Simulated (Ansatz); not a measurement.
# CH₃Cl₃OZr: inputs that go wrong

4 inputs were typed for CH₃Cl₃OZr. Each is run as it stands; the log then has to tell whether the result can be used.

Computed with Ansatz 0.2.0, Gaussian basis. Level: the settings change from run to run.

## 1. The molecule

An earlier PBE0-D4 in a triple-zeta def2 set relaxation fixed the geometry. Zr takes a core potential in def2 sets; no spin-orbit term is included.

SMILES `C[O][Zr]([Cl])([Cl])[Cl]`, 9 atoms, charge 0, spin multiplicity 1.

Atoms are counted from 1 here; the program's logs count them from 0.

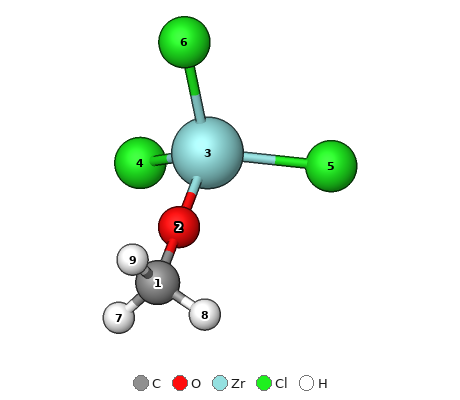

The geometry (carbon grey, oxygen red, zirconium light teal, chlorine green, hydrogen white); atoms are numbered from 1 in the order of the file.

## 2. Attempt 1

in.yaml reads:

```yaml
crystal:
  periodic: [false, false, false]
  atoms:
    - {symbol: C, position_ang: [0.440659, -1.388853, 0.927106]}
    - {symbol: O, position_ang: [0.085333, -0.265007, 0.176653]}
    - {symbol: Zr, position_ang: [-0.392279, 1.236454, -0.825486]}
    - {symbol: Cl, position_ang: [-1.927666, 0.566426, -2.461836]}
    - {symbol: Cl, position_ang: [1.545716, 2.102795, -1.814577]}
    - {symbol: Cl, position_ang: [-1.355535, 2.805887, 0.621671]}
    - {symbol: H, position_ang: [-0.030867, -2.279288, 0.504489]}
    - {symbol: H, position_ang: [1.525840, -1.515424, 0.911471]}
    - {symbol: H, position_ang: [0.108808, -1.262990, 1.960519]}
basis:
  gaussian: {orbitals: def2-TZVPP, fitting: {mean_field: cc-pVTZ-jkfit}, nuclear_model: gaussian}
hamiltonian: {xc: {name: r2SCANh}}
accuracy: high
output: {forces: true}
```

Launch:

```bash
$ ansatz run in.yaml --threads 4 --pin off --events-out ev --progress --plain --max-ram 11315MiB
```

The program printed:

```text
Functional definition: r2SCANh
  name "r2SCANh"
  cite "Bursch, Neugebauer, Ehlert & Grimme, J. Chem. Phys. 156, 134105 (2022) doi:10.1063/5.0086040"
  cite "Furness, Kaplan, Ning, Perdew & Sun, J. Phys. Chem. Lett. 11, 8208 (2020) doi:10.1021/acs.jpclett.0c02405"
  cite "Furness, Kaplan, Ning, Perdew & Sun, J. Phys. Chem. Lett. 11, 9248 (2020) doi:10.1021/acs.jpclett.0c03077"
  parent r2scan
  parameter a = 0.1
  parameter k0 = 0.174
  parameter k1 = 0.065
  parameter a1 = 4.9479
  exchange = (1 - a)*r2scan_x(k0 = k0, k1 = k1, a1 = a1) + a*exact_x
  correlation = r2scan_c
Error: <dir> the basis set cc-pVTZ-JKFIT has no functions for Zr
```

It took 0.3 s on 4 threads of Arm Neoverse V1, shared host.

**Diagnosis.** Refused before any calculation. The fitting set named has no entry for an element of this molecule. Cure: leave the fitting key out, or name a set that covers all elements and suits the basis.

## 3. Attempt 2

in.yaml reads:

```yaml
crystal:
  periodic: [false, false, false]
  atoms:
    - {symbol: C, position_ang: [0.440659, -1.388853, 0.927106]}
    - {symbol: O, position_ang: [0.085333, -0.265007, 0.176653]}
    - {symbol: Zr, position_ang: [-0.392279, 1.236454, -0.825486]}
    - {symbol: Cl, position_ang: [-1.927666, 0.566426, -2.461836]}
    - {symbol: Cl, position_ang: [1.545716, 2.102795, -1.814577]}
    - {symbol: Cl, position_ang: [-1.355535, 2.805887, 0.621671]}
    - {symbol: H, position_ang: [-0.030867, -2.279288, 0.504489]}
    - {symbol: H, position_ang: [1.525840, -1.515424, 0.911471]}
    - {symbol: H, position_ang: [0.108808, -1.262990, 1.960519]}
basis:
  gaussian: {orbitals: def2-SVPD}
magnetization: {spin_polarized: true, initial_magnetization: 8}
hamiltonian: {xc: {name: B3LYP}, dispersion: d3bjatm}
```

Same command.

The program printed:

```text
Functional definition: B3LYP
  name "B3LYP"
  cite "Stephens, Devlin, Chabalowski & Frisch, J. Phys. Chem. 98, 11623 (1994) doi:10.1021/j100096a001"
  cite "Becke, Phys. Rev. A 38, 3098 (1988) doi:10.1103/PhysRevA.38.3098"
  cite "Lee, Yang & Parr, Phys. Rev. B 37, 785 (1988) doi:10.1103/PhysRevB.37.785"
  cite "Vosko, Wilk & Nusair, Can. J. Phys. 58, 1200 (1980) doi:10.1139/p80-159"
  parameter a0 = 0.2
  parameter ax = 0.72
  parameter ac = 0.81
  exchange = (1 - a0 - ax)*slater_x + ax*b88_x + a0*exact_x
  correlation = (1 - ac)*vwn_rpa_c + ac*lyp_c
1714 factors; integrals over basis functions are off by at most 1.1e-3 eV
mean field evaluation 1: about -41921.9959 eV, gradient 6.8e1 eV
mean field evaluation 2: about -41515.5748 eV, gradient 1.9e2 eV
mean field evaluation 4: about -41930.2836 eV, gradient 5.2e1 eV
mean field evaluation 8: about -41939.9353 eV, gradient 3.5e1 eV
mean field evaluation 16: about -41951.7919 eV, gradient 3.6e-2 eV
mean field evaluation 32: about -41951.7934 eV, gradient 2.4e-5 eV
Error: SIGTERM received: run cancelled behind 56 evaluations of the mean field
```

Wall time 92 s (4 threads of Arm Neoverse V1, shared host).

Diagnosis: Time ran out. The spin is set far too high for this molecule. It asks for 8 unpaired electrons; the ground state has 0. Fix: set initial_magnetization back to that of the ground state.

## 4. Attempt 3

in.yaml reads:

```yaml
crystal:
  periodic: [false, false, false]
  atoms:
    - {symbol: C, position_ang: [0.440659, -1.388853, 0.927106]}
    - {symbol: O, position_ang: [0.085333, -0.265007, 0.176653]}
    - {symbol: Zr, position_ang: [-0.392279, 1.236454, -0.825486]}
    - {symbol: Cl, position_ang: [-1.927666, 0.566426, -2.461836]}
    - {symbol: Cl, position_ang: [1.545716, 2.102795, -1.814577]}
    - {symbol: Cl, position_ang: [-1.355535, 2.805887, 0.621671]}
    - {symbol: H, position_ang: [-0.030867, -2.279288, 0.504489]}
    - {symbol: H, position_ang: [1.525840, -1.515424, 0.911471]}
    - {symbol: H, position_ang: [0.108808, -1.262990, 1.960519]}
basis:
  gaussian: {orbitals: def2-mTZVP, final_grid: {core_spheres: 1, valence_spheres: 1, degree: 1}}
hamiltonian: {xc: {name: PBE}}
output: {forces: true}
```

Same command.

The program printed (excerpt; [...] marks lines left out):

```text
Functional definition: PBE
  name "PBE"
  cite "Perdew, Burke & Ernzerhof, Phys. Rev. Lett. 77, 3865 (1996) doi:10.1103/PhysRevLett.77.3865"
  parent pbe
[...]
1476 factors; their error is unknown
[...]
mean field -42187.03195995 eV, -1550.3448291307 hartree, gradient 1.5e-5 eV, S^2 0.000000; 6 other end points of the search recorded, 0 dependent functions left out
[...]
reference -42187.03224382 eV, -1550.3448395628 hartree; 40, 40 occupied and 111, 111 virtual orbitals, 1476 factors
Total energy: -42187.03224382 eV, -1550.3448395628 hartree
Atom 0 at     0.440659    -1.388853     0.927106 Å, force    -1.819682    30.452523    -6.217631 eV/Å
Atom 1 at     0.085333    -0.265007     0.176653 Å, force    15.140299   -39.431178    26.918336 eV/Å
Atom 2 at    -0.392279     1.236454    -0.825486 Å, force    -4.447657     5.912057    -5.405585 eV/Å
Atom 3 at    -1.927666     0.566426    -2.461836 Å, force     7.936167    10.149329     6.033618 eV/Å
Atom 4 at     1.545716     2.102795    -1.814577 Å, force     0.877775    -6.873573    -8.013995 eV/Å
Atom 5 at    -1.355535     2.805887     0.621671 Å, force   -10.532035    -4.484017     0.229820 eV/Å
Atom 6 at    -0.030867    -2.279288     0.504489 Å, force    -2.471051     4.504264    -3.527313 eV/Å
Atom 7 at     1.525840    -1.515424     0.911471 Å, force    -0.301214    -1.433619    -6.703453 eV/Å
Atom 8 at     0.108808    -1.262990     1.960519 Å, force    -4.382602     1.204214    -3.313796 eV/Å
Dipole moment:     1.295568    -0.741010     1.822199 e Å
```

Run time: 7 s. Hardware: 4 threads of Arm Neoverse V1, shared host.

What is wrong: It ended without an error, which proves nothing about the input. The integration grid is far too coarse. Its energy carries the error of the grid. Cure: drop final_grid and take the default grid.

## 5. Attempt 4

in.yaml reads:

```yaml
crystal:
  periodic: [false, false, false]
  atoms:
    - {symbol: C, position_ang: [0.440659, -1.388853, 0.927106]}
    - {symbol: O, position_ang: [0.085333, -0.265007, 0.176653]}
    - {symbol: Zr, position_ang: [-0.392279, 1.236454, -0.825486]}
    - {symbol: Cl, position_ang: [-1.927666, 0.566426, -2.461836]}
    - {symbol: Cl, position_ang: [1.545716, 2.102795, -1.814577]}
    - {symbol: Cl, position_ang: [-1.355535, 2.805887, 0.621671]}
    - {symbol: H, position_ang: [-0.030867, -2.279288, 0.504489]}
    - {symbol: H, position_ang: [1.525840, -1.515424, 0.911471]}
    - {symbol: H, position_ang: [0.108808, -1.262990, 1.960519]}
basis:
  gaussian: {orbitals: def2-mTZVPP}
hamiltonian: {xc: {name: wB97X-D}}
accuracy: high
scf: {lower_state_search: light}
```

The command is unchanged.

The program printed:

```text
Error: YAML parse error: error: line 15 column 19: hamiltonian.xc: no functional is named "wB97X-D"; the names, which are not case-sensitive, are SVWN5, SPW92, PBE, PBE0, PBEsol, revPBE, revPBE0, RPBE, rPW86-PBE, HSE06, wPBEh, LC-wPBE, HISS, HF, BLYP, B3LYP, B3LYP5, BHLYP, CAM-B3LYP, r2SCAN, r2SCANh, r2SCAN0, r2SCAN50, m-r2SCAN, B97, wB97, wB97X, wB97X-V, B97M-V, wB97M-V, B2PLYP, B2GP-PLYP, PBE0-DH, PBE-QIDH
  --> <input>:15:19
   |
13 | basis:
14 |   gaussian: {orbitals: def2-mTZVPP}
15 | hamiltonian: {xc: {name: wB97X-D}}
   |                   ^ hamiltonian.xc: no functional is named "wB97X-D"; the names, which are not case-sensitive, are SVWN5, SPW92, PBE, PBE0, PBEsol, revPBE, revPBE0, RPBE, rPW86-PBE, HSE06, wPBEh, LC-wPBE, HISS, HF, BLYP, B3LYP, B3LYP5, BHLYP, CAM-B3LYP, r2SCAN, r2SCANh, r2SCAN0, r2SCAN50, m-r2SCAN, B97, wB97, wB97X, wB97X-V, B97M-V, wB97M-V, B2PLYP, B2GP-PLYP, PBE0-DH, PBE-QIDH
16 | accuracy: high
17 | scf: {lower_state_search: light}
   |
```

Wall time 0.05 s (4 threads of Arm Neoverse V1, shared host).

What is wrong: The program refused the input. The method's name isn't one that the program takes here. To mend it, name a functional that the program knows.

## 6. How the tries ended

| attempt | level | ended | cause | time |
| --- | --- | --- | --- | --- |
| 1 | r2SCANh/def2-TZVPP | refused | the fitting set named has no entry for an element of this molecule | 0.3 s |
| 2 | B3LYP/def2-SVPD | timeout | the spin is set far too high for this molecule | 92 s |
| 3 | PBE/def2-mTZVP | converged | the integration grid is far too coarse | 7 s |
| 4 | wB97X-D/def2-mTZVPP | refused | the method's name isn't one that the program takes here | 0.05 s |

**Reading.** 2 refused, 1 timeout, 1 converged. A refusal costs next to no computing time. The dangerous case is the input that converges on a wrong geometry, charge, spin, basis or grid: often only a look at the input shows it.
